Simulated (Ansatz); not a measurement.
# BOF (fluoro(oxo)borane) at PBE0/STO-3G

Aim: the electronic atomisation energy of BOF (fluoro(oxo)borane) at PBE0/STO-3G, from 4 runs. 

Program for the calculation: Ansatz 0.2.0.

## Step 1: The structure to begin with

The species is BOF (3 atoms), meant as a singlet with charge 0. SMILES: `O=BF`. The coordinates come from a PBE0-D4/def2-TZVP relaxation.

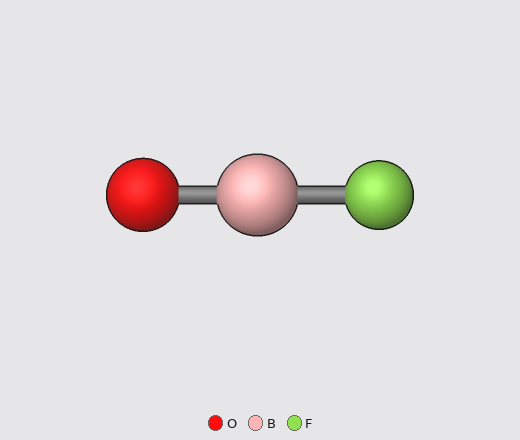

The structure, seen from a chosen angle (oxygen red, boron pink, fluorine green).

## Step 2: The energy at PBE0/STO-3G

File run.yaml:

```yaml
basis:
  gaussian: {orbitals: STO-3G}
crystal:
  periodic: [false, false, false]
  atoms:
    - {symbol: O, position_ang: [0.983100, -0.565100, 0.479900]}
    - {symbol: B, position_ang: [0.020300, -0.011600, 0.009900]}
    - {symbol: F, position_ang: [-1.003400, 0.576800, -0.489800]}
hamiltonian: {xc: {name: PBE0}}
accuracy: high
```

Command:

```sh
$ ansatz run run.yaml --threads 1 --pin off --max-ram 2610MiB --events-out events.jsonl --progress --plain --runs-dir runs
```

Output:

```text
Warning: RAYON_NUM_THREADS=1 ignored (pool sized by the plan → 1); use --threads N
Functional definition: PBE0
  name "PBE0"
  parameter a = 0.25
  parameter kappa = 0.804
  parameter beta = 0.06672455060314922
  exchange = (1 - a)*pbe_x(kappa = kappa, mu = beta*pi^2/3) + a*exact_x
  correlation = pbe_c(beta = beta)
248 factors; integrals over basis functions are off by at most 3.4e-8 eV
mean field evaluation 1: about -5358.2399 eV, gradient 2.9e1 eV
mean field evaluation 2: about -5341.7452 eV, gradient 9.1e1 eV
mean field evaluation 4: about -5361.0346 eV, gradient 2.3e0 eV
mean field evaluation 8: about -5361.0278 eV, gradient 5.5e-2 eV
mean field evaluation 16: about -5361.0278 eV, gradient 8.9e-8 eV
mean field -5361.02779817 eV, -197.0141377476 hartree, gradient 8.0e-9 eV, S^2 0.000000; 0 other end points of the search recorded, 0 dependent functions left out
reference -5361.02779908 eV, -197.0141377811 hartree; 11, 11 occupied and 4, 4 virtual orbitals, 248 factors
Total energy: -5361.02779908 eV, -197.0141377811 hartree
```

It took 0.42 s on 1 thread of Intel Xeon Platinum 8488C (Sapphire Rapids), shared host.

## Step 3: The B atom at the same level

File input.yaml:

```yaml
crystal:
  periodic: [false, false, false]
  atoms:
    - {symbol: B, position_ang: [0.000000, 0.000000, 0.000000]}
basis:
  gaussian:
    orbitals: STO-3G
magnetization:
  spin_polarized: true
  initial_magnetization: 1
hamiltonian:
  xc: pbe0
accuracy: high
```

Run the same way, it converges to -24.23604 Eh (log not shown).

## Step 4: The F atom

File run.yaml:

```yaml
crystal:
  periodic: [false, false, false]
  atoms:
    - {symbol: F, position_ang: [0.000000, 0.000000, 0.000000]}
basis:
  gaussian:
    orbitals: STO-3G
magnetization:
  spin_polarized: true
  initial_magnetization: 1
hamiltonian:
  xc: {name: PBE0}
accuracy: high
```

Run the same way, it converges to -98.20282 Eh (log not shown).

## Step 5: The O atom

File in.yaml:

```yaml
crystal:
  periodic: [false, false, false]
  atoms:
    - {symbol: O, position_ang: [0.000000, 0.000000, 0.000000]}
basis:
  gaussian:
    orbitals: STO-3G
magnetization:
  spin_polarized: true
  initial_magnetization: 2
hamiltonian:
  xc: {name: PBE0}
accuracy: high
```

Run the same way, it converges to -73.97643 Eh (log not shown).

## Step 6: Summary of results

Level: PBE0/STO-3G.

| quantity | value |
| --- | --- |
| molecule: total energy | -197.01414 Eh |
| B atom: total energy | -24.23604 Eh |
| B atom: ⟨S²⟩ | 0.750 |
| F atom: total energy | -98.20282 Eh |
| F atom: ⟨S²⟩ | 0.750 |
| O atom: total energy | -73.97643 Eh |
| O atom: ⟨S²⟩ | 2.000 |
| electronic atomisation energy | 16.295 eV |

In words: Taking the molecule apart into free atoms costs 16.30 eV (1572 kJ/mol), before zero-point energy and without spin-orbit coupling. In a minimal basis such a difference can be off by several eV, whatever the method.
